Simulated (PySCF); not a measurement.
**[Gd(H2O)6]3+: other functionals and bases at one geometry**

How far do other levels of theory move the description of [Gd(H2O)6]3+, and what does each cost? It is a constructed species; whether it can be made isn't addressed.

Program: PySCF 2.14.0. Level of theory: several levels, as the steps say, no spin–orbit coupling. These are calculated values, not measurements.

3 further runs of the same task are left out: 2 for a known fault of the program, 1 that didn't finish.

## 1. Where the work starts

19 atoms, charge 3, spin multiplicity 1.

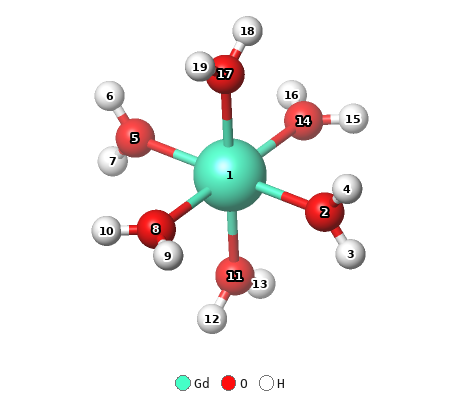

The geometry (gadolinium teal, oxygen red, hydrogen white); atoms are numbered from 1 in the order of the file.

Geometry (Å):

```xyz
19

Gd    0.0000    0.0000    0.0000
O     0.0000    0.0000    2.3898
H    -0.0010    0.7765    2.9979
H     0.0010   -0.7765    2.9979
O     0.0000    0.0000   -2.3898
H    -0.0010   -0.7765   -2.9979
H     0.0010    0.7765   -2.9979
O     2.3906    0.0000    0.0000
H     2.9989    0.0074    0.7766
H     2.9989   -0.0074   -0.7766
O     0.0000    2.3902    0.0000
H     0.7766    2.9984   -0.0050
H    -0.7766    2.9984    0.0050
O    -2.3906    0.0000    0.0000
H    -2.9989   -0.0074    0.7766
H    -2.9989    0.0074   -0.7766
O     0.0000   -2.3902    0.0000
H    -0.7766   -2.9984   -0.0050
H     0.7766   -2.9984    0.0050
```

Formal oxidation states: Gd +3. Each metal's 7 4f electrons lie in its core potential, so multiplicities, spins and levels count the valence alone. An earlier session relaxed this geometry at TPSS, Gd lcecp-1-SVP with ECP53, O def2-SVP, H def2-SVP (singlet, point group Th).

At TPSS on the finer grid: E = -493.353006 Eh, HOMO -20.77 eV, LUMO -13.69 eV, Mulliken charge on Gd1 +1.27 e, largest force component 0.005 eV/Å. 

Levels to run: PBE; TPSSh; B3LYP; HF; TPSS, TZVP; PBE0, SVP. Hardware: 4 threads of Arm Neoverse V1, shared host.

## 2. PBE

The input, run.py (the lines that set the calculation):

```python
mol = gto.M(atom='''
Gd     0.00000     0.00000     0.00000
O      0.00000     0.00000     2.38978
H     -0.00099     0.77655     2.99789
H      0.00099    -0.77655     2.99789
O      0.00000     0.00000    -2.38978
H     -0.00099    -0.77655    -2.99789
H      0.00099     0.77655    -2.99789
O      2.39063     0.00000     0.00000
H      2.99885     0.00744     0.77658
H      2.99885    -0.00744    -0.77658
O      0.00000     2.39021     0.00000
H      0.77658     2.99836    -0.00501
H     -0.77658     2.99836     0.00501
O     -2.39063     0.00000     0.00000
H     -2.99885    -0.00744     0.77658
H     -2.99885     0.00744    -0.77658
O      0.00000    -2.39021     0.00000
H     -0.77658    -2.99836    -0.00501
H      0.77658    -2.99836     0.00501''',
    basis={'Gd': 'lcecp-1-SVP', 'O': 'def2-SVP', 'H': 'def2-SVP'},
    ecp={'Gd': 'lcecp-1-SVP'},
    charge=3, spin=0)
mf = dft.RKS(mol, xc='PBE')
mf.grids.atom_grid = (75, 302)  # f atoms: unpruned, at least (60, 302)
mf = mf.density_fit()  # fitting sets: Gd AutoAux, O def2-universal-JKFIT, H def2-universal-JKFIT
mf.conv_tol = 1e-08; mf.max_cycle = 55
mf.kernel(dm0)  # dm0: the density of the relaxed state
```

On the command line:

```
$ OMP_NUM_THREADS=4 python run.py
```

What it wrote:

```text
init E= -492.837240842615
  HOMO = -0.756001493846577  LUMO = -0.513111340054385  gap/eV = 6.60938
cycle= 1 E= -492.838250180073  delta_E= -0.00101  |g|= 0.0465  |ddm|= 0.149
  HOMO = -0.763758471725746  LUMO = -0.508651819599906  gap/eV = 6.94181
cycle= 2 E= -492.837151513236  delta_E= 0.0011  |g|= 0.0899  |ddm|= 0.0992
  HOMO = -0.758825960237411  LUMO = -0.510259852199422  gap/eV = 6.76383
cycle= 3 E= -492.838704581418  delta_E= -0.00155  |g|= 0.0036  |ddm|= 0.0597
  HOMO = -0.759082739787468  LUMO = -0.511275834260207  gap/eV = 6.74317
cycle= 4 E= -492.838709319021  delta_E= -4.74e-06  |g|= 0.000492  |ddm|= 0.0063
  HOMO = -0.759047876365436  LUMO = -0.511213447870695  gap/eV = 6.74392
cycle= 5 E= -492.838709364076  delta_E= -4.51e-08  |g|= 4.8e-05  |ddm|= 0.00042
  HOMO = -0.759044073311909  LUMO = -0.511204609896883  gap/eV = 6.74406
cycle= 6 E= -492.838709364581  delta_E= -5.05e-10  |g|= 7.46e-06  |ddm|= 6.16e-05
  HOMO = -0.759042426188418  LUMO = -0.511203686425518  gap/eV = 6.74404
Extra cycle  E= -492.838709364563  delta_E= 1.78e-11  |g|= 1.29e-05  |ddm|= 1.38e-05
converged SCF energy = -492.838709364563
```

Run time: 12 s. Hardware: 4 threads of Arm Neoverse V1, shared host.

Read off: E = -492.838709 Eh, HOMO -20.65 eV, LUMO -13.91 eV, Mulliken charge on Gd1 +1.15 e, largest force component 0.084 eV/Å. 

## 3. TPSSh

run.py (the lines that set the calculation), as its differences from that of step 2:

```diff
@@ -23,3 +23,3 @@
     charge=3, spin=0)
-mf = dft.RKS(mol, xc='PBE')
+mf = dft.RKS(mol, xc='TPSSH')
 mf.grids.atom_grid = (75, 302)  # f atoms: unpruned, at least (60, 302)
```

On the command line:

```
$ OMP_NUM_THREADS=4 python run.py
```

What it wrote:

```text
init E= -493.300190278776
  HOMO = -0.792546430735656  LUMO = -0.487891070313885  gap/eV = 8.29009
cycle= 1 E= -493.300856433715  delta_E= -0.000666  |g|= 0.0176  |ddm|= 0.0962
  HOMO = -0.789876699555411  LUMO = -0.491792021367875  gap/eV = 8.11130
cycle= 2 E= -493.300802112782  delta_E= 5.43e-05  |g|= 0.0251  |ddm|= 0.0391
  HOMO = -0.791396342048155  LUMO = -0.490513645963832  gap/eV = 8.18744
cycle= 3 E= -493.300928722338  delta_E= -0.000127  |g|= 0.00271  |ddm|= 0.019
  HOMO = -0.791115593667545  LUMO = -0.489849387085499  gap/eV = 8.19787
cycle= 4 E= -493.300930389768  delta_E= -1.67e-06  |g|= 0.000249  |ddm|= 0.00336
  HOMO = -0.791127963828113  LUMO = -0.489885067369811  gap/eV = 8.19724
cycle= 5 E= -493.300930403401  delta_E= -1.36e-08  |g|= 4.59e-05  |ddm|= 0.000219
  HOMO = -0.79112696459448  LUMO = -0.489891564654495  gap/eV = 8.19703
cycle= 6 E= -493.300930403875  delta_E= -4.73e-10  |g|= 2.86e-06  |ddm|= 5.67e-05
  HOMO = -0.79112659349293  LUMO = -0.489890913185656  gap/eV = 8.19704
Extra cycle  E= -493.300930403872  delta_E= 2.27e-12  |g|= 3.96e-06  |ddm|= 4.19e-06
converged SCF energy = -493.300930403872
```

Run time: 20 s. Hardware: 4 threads of Arm Neoverse V1, shared host.

Result: E = -493.300930 Eh, HOMO -21.53 eV, LUMO -13.33 eV, Mulliken charge on Gd1 +1.35 e, largest force component 0.218 eV/Å. 

## 4. B3LYP

run.py (the lines that set the calculation), as its differences from that of step 3:

```diff
@@ -23,3 +23,3 @@
     charge=3, spin=0)
-mf = dft.RKS(mol, xc='TPSSH')
+mf = dft.RKS(mol, xc='B3LYP')
 mf.grids.atom_grid = (75, 302)  # f atoms: unpruned, at least (60, 302)
```

On the command line:

```
$ OMP_NUM_THREADS=4 python run.py
```

What it wrote:

```text
init E= -493.343797272273
  HOMO = -0.819924505069706  LUMO = -0.481176627825933  gap/eV = 9.21780
cycle= 1 E= -493.344777565621  delta_E= -0.00098  |g|= 0.0519  |ddm|= 0.112
  HOMO = -0.81214899374187  LUMO = -0.486386989271641  gap/eV = 8.86444
cycle= 2 E= -493.344135486857  delta_E= 0.000642  |g|= 0.0791  |ddm|= 0.0872
  HOMO = -0.81758823663091  LUMO = -0.485614679384267  gap/eV = 9.03346
cycle= 3 E= -493.345283331633  delta_E= -0.00115  |g|= 0.00206  |ddm|= 0.0497
  HOMO = -0.817374698154114  LUMO = -0.48488172640708  gap/eV = 9.04759
cycle= 4 E= -493.345284505286  delta_E= -1.17e-06  |g|= 0.00038  |ddm|= 0.00337
  HOMO = -0.8173809043802  LUMO = -0.484947508060055  gap/eV = 9.04597
cycle= 5 E= -493.34528453953  delta_E= -3.42e-08  |g|= 4.39e-05  |ddm|= 0.000403
  HOMO = -0.817380133199478  LUMO = -0.48495578632067  gap/eV = 9.04573
cycle= 6 E= -493.345284540002  delta_E= -4.72e-10  |g|= 5.42e-06  |ddm|= 6.55e-05
  HOMO = -0.817380657101765  LUMO = -0.484956109268447  gap/eV = 9.04573
Extra cycle  E= -493.345284539999  delta_E= 3.52e-12  |g|= 7.26e-06  |ddm|= 7.97e-06
converged SCF energy = -493.345284539999
```

Wall time 13 s (4 threads of Arm Neoverse V1, shared host).

It gives: E = -493.345285 Eh, HOMO -22.24 eV, LUMO -13.20 eV, Mulliken charge on Gd1 +1.31 e, largest force component 0.360 eV/Å. 

## 5. HF

run.py (the lines that set the calculation), as its differences from that of step 4:

```diff
@@ -23,4 +23,3 @@
     charge=3, spin=0)
-mf = dft.RKS(mol, xc='B3LYP')
-mf.grids.atom_grid = (75, 302)  # f atoms: unpruned, at least (60, 302)
+mf = scf.RHF(mol)
 mf = mf.density_fit()  # fitting sets: Gd AutoAux, O def2-universal-JKFIT, H def2-universal-JKFIT
```

On the command line:

```
$ OMP_NUM_THREADS=4 python run.py
```

What it wrote:

```text
init E= -490.52087671997
  HOMO = -1.0093502854839  LUMO = -0.343568669418065  gap/eV = 18.11684
cycle= 1 E= -490.570512054257  delta_E= -0.0496  |g|= 0.0733  |ddm|= 0.571
  HOMO = -1.01219833132891  LUMO = -0.343868767765267  gap/eV = 18.18617
cycle= 2 E= -490.572532240825  delta_E= -0.00202  |g|= 0.0177  |ddm|= 0.113
  HOMO = -1.00942942686537  LUMO = -0.342420833555121  gap/eV = 18.15023
cycle= 3 E= -490.572673583373  delta_E= -0.000141  |g|= 0.00509  |ddm|= 0.0287
  HOMO = -1.01056884223268  LUMO = -0.342652484981047  gap/eV = 18.17493
cycle= 4 E= -490.572682067224  delta_E= -8.48e-06  |g|= 0.00191  |ddm|= 0.0055
  HOMO = -1.01043979474766  LUMO = -0.342625122306609  gap/eV = 18.17216
cycle= 5 E= -490.572683359869  delta_E= -1.29e-06  |g|= 0.000409  |ddm|= 0.00229
  HOMO = -1.01049151070611  LUMO = -0.342615777635407  gap/eV = 18.17382
cycle= 6 E= -490.57268344195  delta_E= -8.21e-08  |g|= 7.65e-05  |ddm|= 0.000582
  HOMO = -1.01049977542423  LUMO = -0.342616124705021  gap/eV = 18.17404
cycle= 7 E= -490.572683445126  delta_E= -3.18e-09  |g|= 1.2e-05  |ddm|= 0.000122
  HOMO = -1.01050095742257  LUMO = -0.342616484795341  gap/eV = 18.17406
Extra cycle  E= -490.572683445188  delta_E= -6.23e-11  |g|= 4.46e-06  |ddm|= 1.23e-05
converged SCF energy = -490.572683445188
```

Wall time 5.8 s (4 threads of Arm Neoverse V1, shared host).

Read off: E = -490.572683 Eh, HOMO -27.50 eV, LUMO -9.32 eV, Mulliken charge on Gd1 +1.88 e, largest force component 1.868 eV/Å. 

## 6. TPSS, TZVP

Basis: Gd lcecp-1-TZVP with ECP53, O def2-TZVP, H def2-TZVP. 

run.py (the lines that set the calculation), as its differences from that of step 5:

```diff
@@ -20,8 +20,9 @@
 H      0.77658    -2.99836     0.00501''',
-    basis={'Gd': 'lcecp-1-SVP', 'O': 'def2-SVP', 'H': 'def2-SVP'},
-    ecp={'Gd': 'lcecp-1-SVP'},
+    basis={'Gd': 'lcecp-1-TZVP', 'O': 'def2-TZVP', 'H': 'def2-TZVP'},
+    ecp={'Gd': 'lcecp-1-TZVP'},
     charge=3, spin=0)
-mf = scf.RHF(mol)
+mf = dft.RKS(mol, xc='TPSS')
+mf.grids.atom_grid = (75, 302)  # f atoms: unpruned, at least (60, 302)
 mf = mf.density_fit()  # fitting sets: Gd AutoAux, O def2-universal-JKFIT, H def2-universal-JKFIT
 mf.conv_tol = 1e-08; mf.max_cycle = 55
-mf.kernel(dm0)  # dm0: the density of the relaxed state
+mf.kernel(dm0)  # dm0: free metal ions and neutral atoms
```

On the command line:

```
$ OMP_NUM_THREADS=4 python run.py
```

What it wrote:

```text
init E= -484.77985606266
  HOMO = -1.12175277082318  LUMO = -0.715923006950191  gap/eV = 11.04319
cycle= 1 E= -491.57003886077  delta_E= -6.79  |g|= 3.85  |ddm|= 2.86
  HOMO = -0.424447383605454  LUMO = -0.367222096856533  gap/eV = 1.55718
cycle= 2 E= -483.683291451237  delta_E= 7.89  |g|= 6.69  |ddm|= 5.69
  HOMO = -0.81816141971454  LUMO = -0.475667139306648  gap/eV = 9.31974
cycle= 3 E= -493.746966951159  delta_E= -10.1  |g|= 0.786  |ddm|= 4.93
  HOMO = -0.789533899782754  LUMO = -0.561639462644065  gap/eV = 6.20132
cycle= 4 E= -493.876299070242  delta_E= -0.129  |g|= 0.277  |ddm|= 0.982
  HOMO = -0.76438428396966  LUMO = -0.498369790684658  gap/eV = 7.23862
cycle= 5 E= -493.896476547104  delta_E= -0.0202  |g|= 0.0262  |ddm|= 0.308
  HOMO = -0.766896048949857  LUMO = -0.504233036610869  gap/eV = 7.14742
cycle= 6 E= -493.896668614504  delta_E= -0.000192  |g|= 0.00192  |ddm|= 0.0279
  HOMO = -0.766866009382285  LUMO = -0.504006822097816  gap/eV = 7.15276
cycle= 7 E= -493.896668597719  delta_E= 1.68e-08  |g|= 0.0022  |ddm|= 0.00255
  HOMO = -0.766866448838016  LUMO = -0.503983284415756  gap/eV = 7.15342
cycle= 8 E= -493.896669394859  delta_E= -7.97e-07  |g|= 0.00026  |ddm|= 0.00103
  HOMO = -0.766886666536775  LUMO = -0.50399808180654  gap/eV = 7.15356
cycle= 9 E= -493.896669407475  delta_E= -1.26e-08  |g|= 8.5e-06  |ddm|= 0.000167
  HOMO = -0.766887157791748  LUMO = -0.504000438408246  gap/eV = 7.15351
cycle= 10 E= -493.89666940749  delta_E= -1.52e-11  |g|= 2e-06  |ddm|= 1.78e-05
  HOMO = -0.766886938521155  LUMO = -0.503999583179986  gap/eV = 7.15353
Extra cycle  E= -493.896669407491  delta_E= -3.41e-13  |g|= 1.36e-06  |ddm|= 5.08e-06
converged SCF energy = -493.896669407491
```

It took 72 s on 4 threads of Arm Neoverse V1, shared host.

Read off: E = -493.896669 Eh, HOMO -20.87 eV, LUMO -13.71 eV, Mulliken charge on Gd1 +1.98 e, largest force component 0.391 eV/Å. 

## 7. PBE0, SVP

Basis: Gd def2-SVP with ECP28, O def2-SVP, H def2-SVP. The 4f electrons are now in the valence.

run.py (the lines that set the calculation), as its differences from that of step 6:

```diff
@@ -20,8 +20,8 @@
 H      0.77658    -2.99836     0.00501''',
-    basis={'Gd': 'lcecp-1-TZVP', 'O': 'def2-TZVP', 'H': 'def2-TZVP'},
-    ecp={'Gd': 'lcecp-1-TZVP'},
-    charge=3, spin=0)
-mf = dft.RKS(mol, xc='TPSS')
+    basis={'Gd': 'def2-SVP', 'O': 'def2-SVP', 'H': 'def2-SVP'},
+    ecp={'Gd': 'def2-SVP'},
+    charge=3, spin=7)
+mf = dft.UKS(mol, xc='PBE0')
 mf.grids.atom_grid = (75, 302)  # f atoms: unpruned, at least (60, 302)
-mf = mf.density_fit()  # fitting sets: Gd AutoAux, O def2-universal-JKFIT, H def2-universal-JKFIT
+mf = mf.density_fit()  # fitting sets: Gd def2-universal-JKFIT, O def2-universal-JKFIT, H def2-universal-JKFIT
 mf.conv_tol = 1e-08; mf.max_cycle = 55
```

On the command line:

```
$ OMP_NUM_THREADS=4 python run.py
```

What it wrote:

```text
init E= -1221.72846994558
  HOMO = -1.06511927033  LUMO = -0.942127072291  gap/eV = 3.34679
cycle= 1 E= -1221.7275386163  delta_E= 0.000931  |g|= 1.38  |ddm|= 2.63
  HOMO = -0.551004475996  LUMO = -0.376363698774  gap/eV = 4.75222
cycle= 2 E= -1221.57813710968  delta_E= 0.149  |g|=  1.7  |ddm|= 2.12
  HOMO = -0.823351212044  LUMO = -0.440648486868  gap/eV = 10.41387
cycle= 3 E= -1222.48458924743  delta_E= -0.906  |g|= 0.209  |ddm|=  1.1
  HOMO = -0.825974782995  LUMO = -0.480178686037  gap/eV = 9.40959
cycle= 4 E= -1222.4958733176  delta_E= -0.0113  |g|= 0.0105  |ddm|= 0.156
  HOMO = -0.825024985486  LUMO = -0.474500545191  gap/eV = 9.53826
cycle= 5 E= -1222.49594949183  delta_E= -7.62e-05  |g|= 0.00725  |ddm|= 0.0158
  HOMO = -0.825173524243  LUMO = -0.474952484361  gap/eV = 9.53000
cycle= 6 E= -1222.49598798636  delta_E= -3.85e-05  |g|= 0.00911  |ddm|= 0.00821
  HOMO = -0.825215251355  LUMO = -0.474984782936  gap/eV = 9.53026
cycle= 7 E= -1222.49590687592  delta_E= 8.11e-05  |g|= 0.00266  |ddm|= 0.0245
  HOMO = -0.825172880741  LUMO = -0.475711216399  gap/eV = 9.50934
cycle= 8 E= -1222.49590237506  delta_E= 4.5e-06  |g|= 0.00192  |ddm|= 0.00713
  HOMO = -0.825217536784  LUMO = -0.475341632995  gap/eV = 9.52061
cycle= 9 E= -1222.49590296167  delta_E= -5.87e-07  |g|= 0.000227  |ddm|= 0.00126
  HOMO = -0.825200089339  LUMO = -0.475429023613  gap/eV = 9.51776
cycle= 10 E= -1222.49590296973  delta_E= -8.06e-09  |g|= 8.03e-05  |ddm|= 0.000234
  HOMO = -0.825225809178  LUMO = -0.475412682852  gap/eV = 9.51890
Extra cycle  E= -1222.49590296849  delta_E= 1.24e-09  |g|= 0.00011  |ddm|= 0.000115
converged SCF energy = -1222.49590296849  <S^2> = 15.757729  2S+1 = 8.0019321
```

It took 1.7 min on 4 threads of Arm Neoverse V1, shared host.

Read off: E = -1222.495903 Eh, HOMO -22.46 eV, LUMO -13.26 eV (over both spins), ⟨S²⟩ = 15.758, Mulliken charge on Gd1 +1.54 e, largest force component 0.370 eV/Å. 

## 8. All levels side by side

| level | state | HOMO (eV) | gap (eV) | charge on Gd1 (e) | dipole (D) | largest force (eV/Å) | basis functions | time |
| --- | --- | --- | --- | --- | --- | --- | --- | --- |
| TPSS (relaxed here) | singlet | -20.77 | 7.08 | 1.27 | 0.00 | 0.01 | 177 | 16 s |
| PBE | singlet | -20.65 | 6.74 | 1.15 | 0.00 | 0.08 | 177 | 12 s |
| TPSSh | singlet | -21.53 | 8.20 | 1.35 | 0.00 | 0.22 | 177 | 20 s |
| B3LYP | singlet | -22.24 | 9.05 | 1.31 | 0.00 | 0.36 | 177 | 13 s |
| HF | singlet | -27.50 | 18.17 | 1.88 | 0.00 | 1.87 | 177 | 5.8 s |
| TPSS, TZVP | singlet | -20.87 | 7.15 | 1.98 | 0.00 | 0.39 | 305 | 72 s |
| PBE0, SVP | octet | -22.46 | 9.19 | 1.54 | 0.00 | 0.37 | 222 | 1.7 min |

Times are on 4 threads of Arm Neoverse V1, shared host; the first row also made further properties. The dipole of a charged species depends on the origin, so these sizes hold for this origin alone.

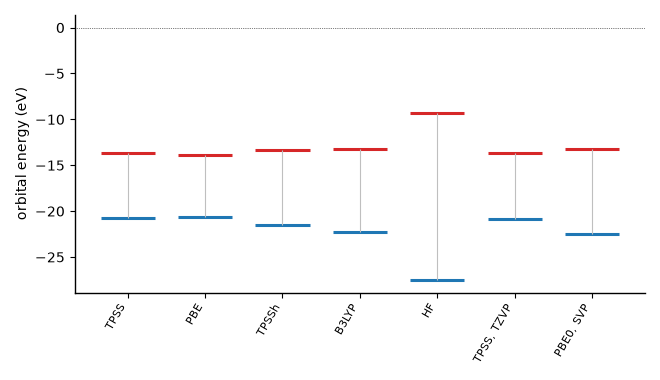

Highest filled and lowest empty level, method by method.

In one basis the HOMO–LUMO gap runs from 6.74 eV (PBE) to 18.17 eV (HF). The largest leftover force, 1.87 eV/Å with HF, stands at a geometry relaxed at another level. The Mulliken charge on Gd spans +1.15 to +1.98 e over the levels. With 4f in the core, its levels are missing from HOMO and gap. Total energies of different levels can't be compared. Spin–orbit coupling is left out throughout.
